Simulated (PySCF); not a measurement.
System: C3H3Cl2 (SMILES [H]/[C]=C(\Cl)CCl) (doublet).

```xyz
8

C     1.0137   -1.2546    0.0995
C     0.5041   -0.0947   -0.0512
Cl    1.5994    1.3657   -0.0448
C    -0.9212    0.3006   -0.2036
Cl   -1.5231    0.9879    1.3388
H     1.9110   -1.8028    0.2298
H    -1.5374   -0.5677   -0.4325
H    -1.0375    1.0750   -0.9606
```

Geometry: GFN2-xTB.

The calculation used UKS B3LYP, pcH-1 on C Cl H, non-relativistic, mean-field spin-orbit, GIAO in PySCF 2.14.0, density-fitted response routines.

Q: Predict the electron density, electron localisation function and spin density between the atoms.

A: C–C (1.28 Å): the density is about 2.5 e/Å³ at the midpoint; the ELF peaks at about 0.90 between the atoms: a short, multiple covalent bond.
C–H (1.06 Å): ρ at the midpoint is about 2.1 e/Å³; the ELF climbs to about 1 towards the hydrogen, as it does in any bond to H (an ordinary covalent bond to hydrogen).
The unpaired spin (1 electron) lies mostly on C1 (about 0.8) and Cl3 (about 0.1), in electrons by Hirshfeld's partition.

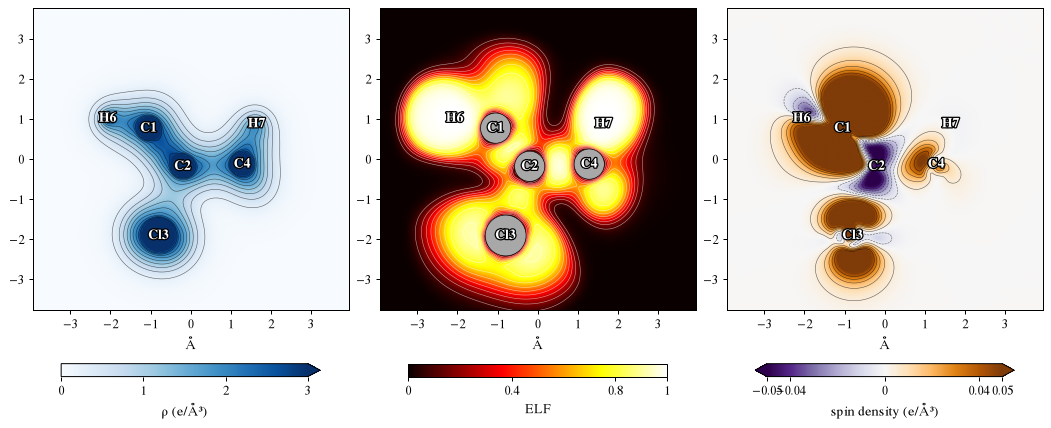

Computed electron density, electron localisation function and spin density on the plane of atoms C1, C2 and Cl3, in this order. Grey discs cover the atomic cores in the ELF map. 
